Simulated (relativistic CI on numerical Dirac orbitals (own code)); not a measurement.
```
atom Ag  Z=47  charge=2  electrons=45
nucleus A=107  rms_radius_fm=4.5454
hamiltonian dirac-coulomb  breit=on  qed=on  c_scale=1
orbitals kli  potential=per-configuration
slater_scale 0.7
correlation none
mixing on
configurations
  [Kr] 4d9
  [He] 2s2 2p5 3s2 3p6 3d10 4s2 4p6 4d10
end
absorption L2,3 T=10 lorentz=1.6 gauss=0.5
crystal_field Oh 10Dq=10650
```

Multiplet model: relativistic Dirac–Coulomb–Breit theory, one configuration a step, Slater integrals scaled by 0.7, 10 K, Voigt broadening (Lorentzian 1.6 eV, Gaussian 0.5 eV full widths), computed with a radial Dirac CI code. Dichroism is for the ground state at zero temperature, magnetised by an exchange field of 10 meV on Sz (linear: z less the mean of x and y).

The L₂,₃ X-ray absorption spectrum that results:

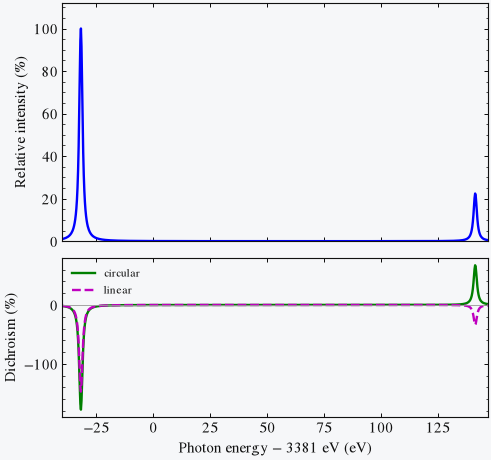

The main maxima lie at 3349.2 eV (100) and 3522.3 eV (22), heights in % of the largest; the centroid is at 3381.0 eV. The lower edge holds 0.82 of the intensity (branching ratio, edges parted at 3436 eV), and the core spin-orbit splitting of the orbitals is 178 eV. The ground state has S = 0.50. The circular dichroism (Δm = −1 less Δm = +1) is largest at 3349.2 eV, −178 % of the isotropic maximum; its integrals over the lower and upper edge are −0.484 and 0.184 of the sum over the three polarisations. The magnetised ground state has ⟨Lz⟩ = −0.56 and ⟨Sz⟩ = −0.49.

Caveat: free-ion energies, so absolute edge positions are off by a few eV from solids.
